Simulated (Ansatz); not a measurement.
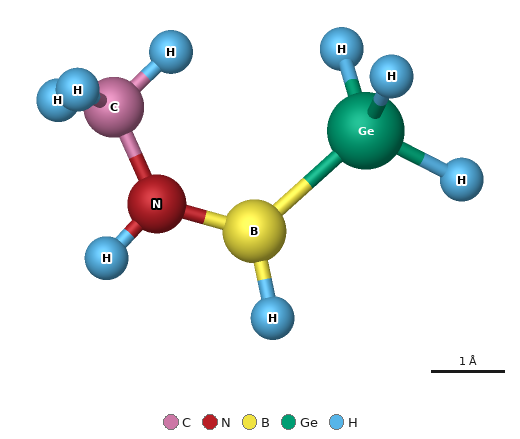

Fig. 1: The starting structure (ball-and-stick view, seen on its broad side). Sticks mark near contacts.

## Geometry relaxation, with input and output: CH$_{8}$BGeN (part 1 of 2)

The run: geometry relaxation of CH$_{8}$BGeN. Method and program: RKS PBE0-D4/def2-TZVP (Ansatz 0.2.0).

The geometry: PBE-D4/def2-SVP start. Figures and captions count atoms from 1; the log counts them from 0 in places.

Output
```
Functional definition: PBE0
  name "PBE0"
  cite "Adamo & Barone, J. Chem. Phys. 110, 6158 (1999) doi:10.1063/1.478522"
  cite "Perdew, Burke & Ernzerhof, Phys. Rev. Lett. 77, 3865 (1996) doi:10.1103/PhysRevLett.77.3865"
  parent pbe
  parameter a = 0.25
  parameter kappa = 0.804
  parameter beta = 0.06672455060314922
  exchange = (1 - a)*pbe_x(kappa = kappa, mu = beta*pi^2/3) + a*exact_x
  correlation = pbe_c(beta = beta)
1257 factors; their error is unknown
mean field evaluation 1: about -59835.6993 eV, gradient 5.6e1 eV
mean field evaluation 2: about -59827.4585 eV, gradient 8.0e1 eV
mean field evaluation 4: about -59842.1258 eV, gradient 3.8e0 eV
mean field evaluation 8: about -59842.1553 eV, gradient 5.1e-2 eV
mean field evaluation 16: about -59842.4222 eV, gradient 5.5e-5 eV
mean field -59842.42219339 eV, -2199.1684529563 hartree, gradient 5.5e-5 eV, S^2 0.000000; 0 other end points of the search recorded, 0 dependent functions left out
the calculation of the forces begins
reference -59842.42222895 eV, -2199.1684542633 hartree; 29, 29 occupied and 160, 160 virtual orbitals, 1257 factors
relax step   1: F+E_penalty+E_count = -59842.60451499 eV  Δ(F+E_penalty+E_count) = +0.000e0 eV  max|allowed force component| = 5.386e-1 eV/Å  Δτ_max = 0.0000 Å  (27 SCF iters, accepted)
these checks for a lower state are left out or cut short: starts, cluster_reference, orbital_swaps, neighbouring_geometries, increment
1257 factors; their error is unknown
mean field -59842.45723486 eV, -2199.1697407067 hartree, gradient 2.4e-5 eV, S^2 0.000000; 0 other end points of the search recorded, 0 dependent functions left out
[... from here on the field's lines of each further geometry are left out, up to the last ...]
relax step   2: F+E_penalty+E_count = -59842.64055329 eV  Δ(F+E_penalty+E_count) = -3.604e-2 eV  max|allowed force component| = 1.557e-1 eV/Å  Δτ_max = 0.0267 Å  (30 SCF iters, accepted)
relax step   3: F+E_penalty+E_count = -59842.64310452 eV  Δ(F+E_penalty+E_count) = -2.551e-3 eV  max|allowed force component| = 2.443e-2 eV/Å  Δτ_max = 0.0083 Å  (32 SCF iters, accepted)
relax step   4: F+E_penalty+E_count = -59842.64314660 eV  Δ(F+E_penalty+E_count) = -4.209e-5 eV  max|allowed force component| = 2.089e-2 eV/Å  Δτ_max = 0.0049 Å  (32 SCF iters, accepted)
relax step   5: F+E_penalty+E_count = -59842.64318925 eV  Δ(F+E_penalty+E_count) = -4.265e-5 eV  max|allowed force component| = 5.888e-3 eV/Å  Δτ_max = 0.0022 Å  (33 SCF iters, accepted)
relax step   6: F+E_penalty+E_count = -59842.64320386 eV  Δ(F+E_penalty+E_count) = -1.461e-5 eV  max|allowed force component| = 1.134e-2 eV/Å  Δτ_max = 0.0102 Å  (32 SCF iters, accepted)
relax step   7: F+E_penalty+E_count = -59842.64326346 eV  Δ(F+E_penalty+E_count) = -5.961e-5 eV  max|allowed force component| = 7.462e-3 eV/Å  Δτ_max = 0.0073 Å  (32 SCF iters, accepted)
relax step   8: F+E_penalty+E_count = -59842.64341784 eV  Δ(F+E_penalty+E_count) = -1.544e-4 eV  max|allowed force component| = 1.851e-2 eV/Å  Δτ_max = 0.0416 Å  (31 SCF iters, accepted)
relax step   9: F+E_penalty+E_count = -59842.64351896 eV  Δ(F+E_penalty+E_count) = -1.011e-4 eV  max|allowed force component| = 2.932e-2 eV/Å  Δτ_max = 0.0413 Å  (31 SCF iters, accepted)
relax step  10: F+E_penalty+E_count = -59842.64365365 eV  Δ(F+E_penalty+E_count) = -1.347e-4 eV  max|allowed force component| = 2.871e-2 eV/Å  Δτ_max = 0.0250 Å  (31 SCF iters, accepted)
relax step  11: F+E_penalty+E_count = -59842.64390065 eV  Δ(F+E_penalty+E_count) = -2.470e-4 eV  max|allowed force component| = 6.061e-2 eV/Å  Δτ_max = 0.0852 Å  (30 SCF iters, accepted)
relax step  12: F+E_penalty+E_count = -59842.64417037 eV  Δ(F+E_penalty+E_count) = -2.697e-4 eV  max|allowed force component| = 5.811e-2 eV/Å  Δτ_max = 0.0091 Å  (32 SCF iters, accepted)
relax step  13: F+E_penalty+E_count = -59842.64468293 eV  Δ(F+E_penalty+E_count) = -5.126e-4 eV  max|allowed force component| = 2.984e-2 eV/Å  Δτ_max = 0.0271 Å  (31 SCF iters, accepted)
relax step  14: F+E_penalty+E_count = -59842.64533812 eV  Δ(F+E_penalty+E_count) = -6.552e-4 eV  max|allowed force component| = 3.652e-2 eV/Å  Δτ_max = 0.0736 Å  (30 SCF iters, accepted)
relax step  15: F+E_penalty+E_count = -59842.64217427 eV  Δ(F+E_penalty+E_count) = +3.164e-3 eV  max|allowed force component| = 2.027e-1 eV/Å  Δτ_max = 0.1955 Å  (29 SCF iters, rejected (line search))
relax step  16: F+E_penalty+E_count = -59842.52983870 eV  Δ(F+E_penalty+E_count) = +1.155e-1 eV  max|allowed force component| = 1.261e0 eV/Å  Δτ_max = 0.0977 Å  (30 SCF iters, rejected (line search))
relax step  17: F+E_penalty+E_count = -59842.64573673 eV  Δ(F+E_penalty+E_count) = -3.986e-4 eV  max|allowed force component| = 3.006e-3 eV/Å  Δτ_max = 0.0290 Å  (31 SCF iters, accepted)
relax step  18: F+E_penalty+E_count = -59842.64653070 eV  Δ(F+E_penalty+E_count) = -7.940e-4 eV  max|allowed force component| = 3.945e-2 eV/Å  Δτ_max = 0.0991 Å  (29 SCF iters, accepted)
relax step  19: F+E_penalty+E_count = -59842.64673625 eV  Δ(F+E_penalty+E_count) = -2.055e-4 eV  max|allowed force component| = 6.859e-2 eV/Å  Δτ_max = 0.0586 Å  (30 SCF iters, accepted)
relax step  20: F+E_penalty+E_count = -59842.64715533 eV  Δ(F+E_penalty+E_count) = -4.191e-4 eV  max|allowed force component| = 5.200e-2 eV/Å  Δτ_max = 0.0138 Å  (32 SCF iters, accepted)
relax step  21: F+E_penalty+E_count = -59842.64802355 eV  Δ(F+E_penalty+E_count) = -8.682e-4 eV  max|allowed force component| = 1.995e-2 eV/Å  Δτ_max = 0.0695 Å  (30 SCF iters, accepted)
relax step  22: F+E_penalty+E_count = -59842.64836573 eV  Δ(F+E_penalty+E_count) = -3.422e-4 eV  max|allowed force component| = 8.013e-2 eV/Å  Δτ_max = 0.1303 Å  (29 SCF iters, accepted)
relax step  23: F+E_penalty+E_count = -59842.64888013 eV  Δ(F+E_penalty+E_count) = -5.144e-4 eV  max|allowed force component| = 2.712e-2 eV/Å  Δτ_max = 0.0246 Å  (31 SCF iters, accepted)
relax step  24: F+E_penalty+E_count = -59842.64914184 eV  Δ(F+E_penalty+E_count) = -2.617e-4 eV  max|allowed force component| = 2.041e-2 eV/Å  Δτ_max = 0.0331 Å  (30 SCF iters, accepted)
relax step  25: F+E_penalty+E_count = -59842.64940691 eV  Δ(F+E_penalty+E_count) = -2.651e-4 eV  max|allowed force component| = 3.212e-2 eV/Å  Δτ_max = 0.0875 Å  (29 SCF iters, accepted)
relax step  26: F+E_penalty+E_count = -59842.64952070 eV  Δ(F+E_penalty+E_count) = -1.138e-4 eV  max|allowed force component| = 2.392e-2 eV/Å  Δτ_max = 0.0274 Å  (31 SCF iters, accepted)
relax step  27: F+E_penalty+E_count = -59842.64961945 eV  Δ(F+E_penalty+E_count) = -9.875e-5 eV  max|allowed force component| = 9.456e-3 eV/Å  Δτ_max = 0.0079 Å  (32 SCF iters, accepted)
relax step  28: F+E_penalty+E_count = -59842.64968257 eV  Δ(F+E_penalty+E_count) = -6.312e-5 eV  max|allowed force component| = 8.201e-3 eV/Å  Δτ_max = 0.0213 Å  (31 SCF iters, accepted)
relax step  29: F+E_penalty+E_count = -59842.64972319 eV  Δ(F+E_penalty+E_count) = -4.062e-5 eV  max|allowed force component| = 7.599e-3 eV/Å  Δτ_max = 0.0263 Å  (31 SCF iters, accepted)
relax step  30: F+E_penalty+E_count = -59842.64974017 eV  Δ(F+E_penalty+E_count) = -1.698e-5 eV  max|allowed force component| = 6.242e-3 eV/Å  Δτ_max = 0.0171 Å  (31 SCF iters, accepted)
the calculation of the forces begins
reference -59842.46800110 eV, -2199.1701363589 hartree; 29, 29 occupied and 160, 160 virtual orbitals, 1257 factors
relax step  31: F+E_penalty+E_count = -59842.64974663 eV  Δ(F+E_penalty+E_count) = -6.457e-6 eV  max|allowed force component| = 2.985e-3 eV/Å  Δτ_max = 0.0035 Å  (32 SCF iters, accepted)
```

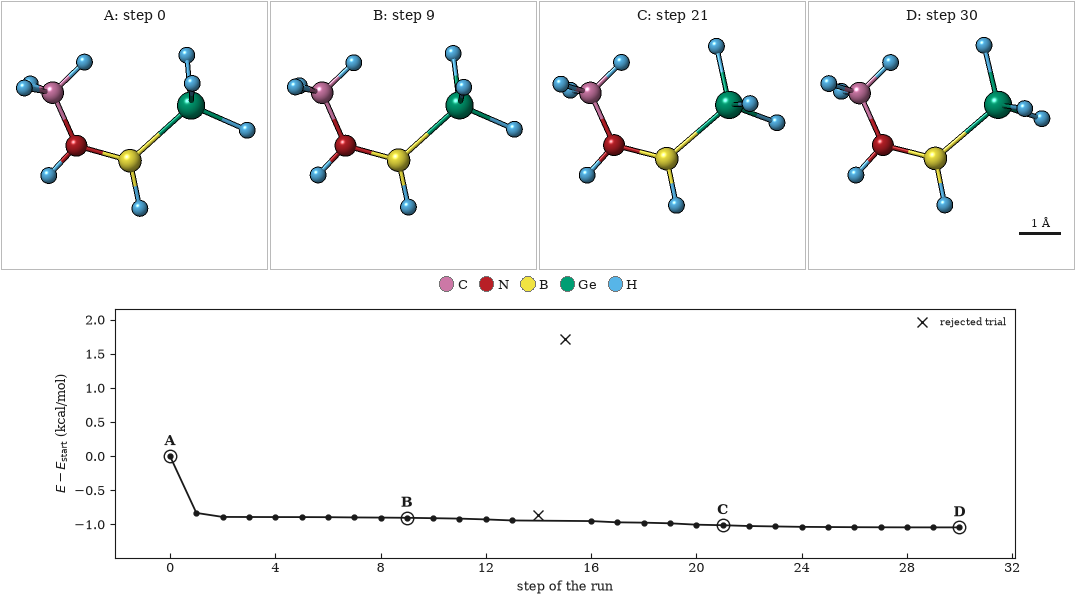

Fig. 2: Frames of the relaxation (ball-and-stick view, seen on its broad side) above the curves, on which the letters mark them (the first geometry is step 0 here and step 1 in the log).

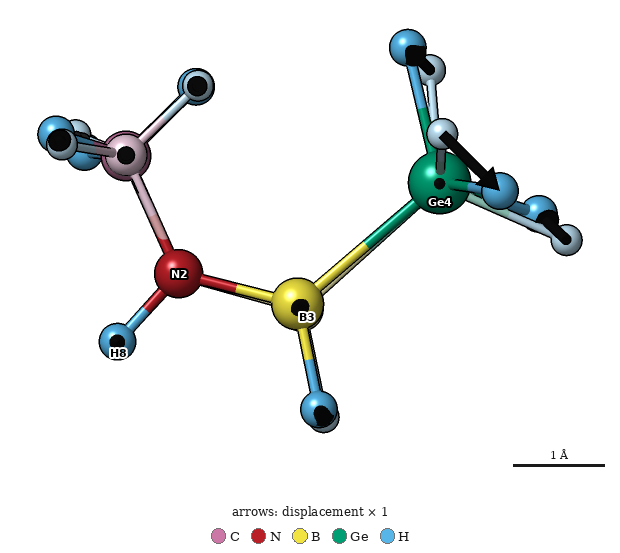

Fig. 3: Start (faint) and end (solid) with the displacements as black arrows, at true length (ball-and-stick view, seen on its broad side). The two geometries are laid on each other by the best rigid fit. The largest move after the best rigid fit is that of H10, 0.90 Å. Largest moves by element: H 0.90 Å, B 0.23 Å, C 0.21 Å, Ge 0.08 Å, N 0.07 Å. Among the contacts that change: B3–H9 1.219 → 1.200 Å, C1–H5 1.107 → 1.089 Å, Ge4–H10 1.560 → 1.542 Å, N2–H8 1.025 → 1.010 Å. Among the angles that change: N2–B3–Ge4 122.6° → 125.2°, Ge4–B3–H9 120.4° → 118.1°, B3–Ge4–H12 114.0° → 116.3°. The energy falls by 1.04 kcal/mol in 30 geometry steps. The largest force component goes from 0.54 to 0.003 eV/Å. The line search rejected the trial steps at points 14, 15 (counted from 0) and went back. (Atoms are counted from 1 in the order of the input.)

```
1257 factors; their error is unknown
mean field -59842.46796630 eV, -2199.1701350798 hartree, gradient 6.4e-5 eV, S^2 0.000000; 1 other end points of the search recorded, 0 dependent functions left out
the calculation of the forces begins
reference -59842.46800110 eV, -2199.1701363589 hartree; 29, 29 occupied and 160, 160 virtual orbitals, 1257 factors
Total energy: -59842.64978144 eV, -2199.1768166630 hartree
Atom 0 at    -1.045010     1.388300     0.027327 Å, force    -0.001241     0.000951     0.000992 eV/Å
Atom 1 at     0.056992     0.935811     0.845839 Å, force     0.000333    -0.002077    -0.002483 eV/Å
Atom 2 at     0.827456    -0.206136     0.725531 Å, force    -0.000668     0.000673     0.002985 eV/Å
Atom 3 at     0.597681    -1.650081    -0.733700 Å, force     0.000132     0.001252    -0.001277 eV/Å
Atom 4 at    -1.227790     0.668575    -0.769090 Å, force    -0.000064     0.001250     0.000145 eV/Å
Atom 5 at    -1.960590     1.488204     0.617662 Å, force     0.001601    -0.000565    -0.001218 eV/Å
Atom 6 at    -0.826377     2.358242    -0.428961 Å, force    -0.000059    -0.001403     0.001074 eV/Å
Atom 7 at     0.270003     1.565782     1.605536 Å, force     0.000269     0.000603    -0.000341 eV/Å
Atom 8 at     1.694910    -0.359688     1.539795 Å, force    -0.000371     0.000129    -0.000608 eV/Å
Atom 9 at     1.904061    -1.814854    -1.537137 Å, force    -0.000526     0.000086    -0.000324 eV/Å
Atom 10 at     0.309623    -3.022727    -0.091757 Å, force    -0.000049    -0.000579     0.000848 eV/Å
Atom 11 at    -0.524055    -1.406529    -1.767044 Å, force     0.000643    -0.000319     0.000207 eV/Å
Dipole moment:    -0.233384     0.526220     0.187341 e Å
```
